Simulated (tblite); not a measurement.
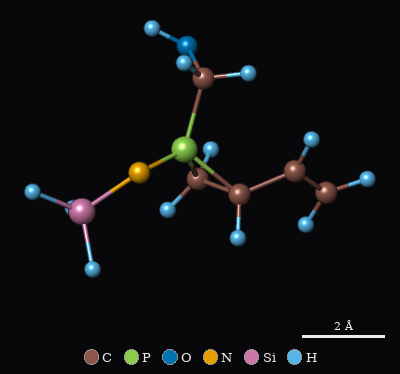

This is the input geometry for a relaxation of C5H12NOPSi. A ball-and-stick model, seen at a tilt.

The calculation used GFN2-xTB geometry optimisation, gas phase in tblite 0.8.0.

```xyz
21

C     3.3353   -0.3193    0.1083
C     2.2062    0.1564    0.6719
C     0.9827   -0.6421    0.4567
C     0.3682   -0.5834   -0.9269
P    -0.6150    0.2378    0.3545
C    -0.5145    2.0496    0.4380
O    -0.5984    2.6174   -0.8421
N    -1.8838   -0.4207    0.9429
Si   -2.8689   -1.6662    0.1795
H     3.1913   -1.2399   -0.4633
H     4.2856    0.1743    0.2046
H     2.2472    1.0566    1.2722
H     0.9680   -1.6466    0.9571
H     0.8449    0.0970   -1.6777
H    -0.0809   -1.4944   -1.3621
H    -1.3387    2.4292    1.0964
H     0.4248    2.3947    0.9346
H    -1.5248    2.9021   -1.0143
H    -4.3148   -1.3441    0.3883
H    -2.5558   -2.9545    0.8327
H    -2.5678   -1.7871   -1.2424
```

> What does the optimiser find from here?

The atom that moves furthest after the best rigid fit is H10 (2.11 Å). By element the largest moves are H 2.11 Å, C 0.88 Å, N 0.86 Å, O 0.80 Å, P 0.44 Å, Si 0.27 Å. Near-neighbour distances that change, for instance: C3–C4 1.515 → 1.565 Å, C4–H14 1.120 → 1.081 Å, Si9–H19 1.496 → 1.459 Å, N8–Si9 1.762 → 1.727 Å. Bond angles that change, for instance: C3–P5–N8 119.4° → 130.8°, C1–C2–C3 116.2° → 126.7°, C3–C2–H12 124.2° → 114.1°. Groups turn about C2–C3 by about 85°, P5–C6 by about 80°, C6–O7 by about 60°. Over 188 geometry steps the energy falls by 85.5 kJ/mol.

Step by step:

```json
{"step": "0", "E − E(0), kJ/mol": "0.00"}
{"step": "1", "E − E(0), kJ/mol": "-22.09"}
{"step": "2", "E − E(0), kJ/mol": "-28.87"}
{"step": "3", "E − E(0), kJ/mol": "-32.75"}
{"step": "4", "E − E(0), kJ/mol": "-38.14"}
{"step": "5", "E − E(0), kJ/mol": "-40.68"}
{"step": "6", "E − E(0), kJ/mol": "-42.50"}
{"step": "7", "E − E(0), kJ/mol": "-43.57"}
{"step": "8", "E − E(0), kJ/mol": "-44.71"}
{"step": "9", "E − E(0), kJ/mol": "-45.84"}
{"step": "10", "E − E(0), kJ/mol": "-46.95"}
{"step": "19", "E − E(0), kJ/mol": "-53.76"}
{"step": "29", "E − E(0), kJ/mol": "-57.87"}
{"step": "38", "E − E(0), kJ/mol": "-60.02"}
{"step": "47", "E − E(0), kJ/mol": "-63.88"}
{"step": "57", "E − E(0), kJ/mol": "-65.93"}
{"step": "66", "E − E(0), kJ/mol": "-67.29"}
{"step": "76", "E − E(0), kJ/mol": "-69.56"}
{"step": "85", "E − E(0), kJ/mol": "-72.12"}
{"step": "94", "E − E(0), kJ/mol": "-74.20"}
{"step": "104", "E − E(0), kJ/mol": "-77.70"}
{"step": "113", "E − E(0), kJ/mol": "-79.70"}
{"step": "122", "E − E(0), kJ/mol": "-80.71"}
{"step": "132", "E − E(0), kJ/mol": "-82.71"}
{"step": "141", "E − E(0), kJ/mol": "-84.29"}
{"step": "151", "E − E(0), kJ/mol": "-85.08"}
{"step": "160", "E − E(0), kJ/mol": "-85.32"}
{"step": "169", "E − E(0), kJ/mol": "-85.44"}
{"step": "179", "E − E(0), kJ/mol": "-85.48"}
{"step": "188", "E − E(0), kJ/mol": "-85.52"}
```

The structure at the end:

```xyz
21

C     3.0087    0.4642    0.3457
C     2.1670   -0.3665    0.9448
C     0.9149   -0.8956    0.3930
C     0.5908   -0.7963   -1.1351
P    -0.5236    0.1642   -0.0712
C    -0.1324    1.9685    0.0225
O    -1.2507    2.6849   -0.3823
N    -2.0527   -0.0040    0.2154
Si   -3.0048   -1.4442    0.2363
H     2.8579    0.8303   -0.6553
H     3.9006    0.8069    0.8396
H     2.3826   -0.6993    1.9528
H     0.6167   -1.8444    0.8320
H     1.3311   -0.3028   -1.7484
H     0.2161   -1.7088   -1.5819
H     0.1521    2.2021    1.0627
H     0.7025    2.2203   -0.6362
H    -2.0345    2.1985   -0.0759
H    -4.3389   -0.9308    0.5274
H    -2.5451   -2.3779    1.2723
H    -2.9676   -2.1526   -1.0494
```

After the run, drawn alike:

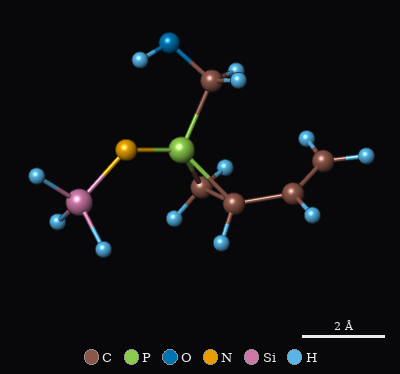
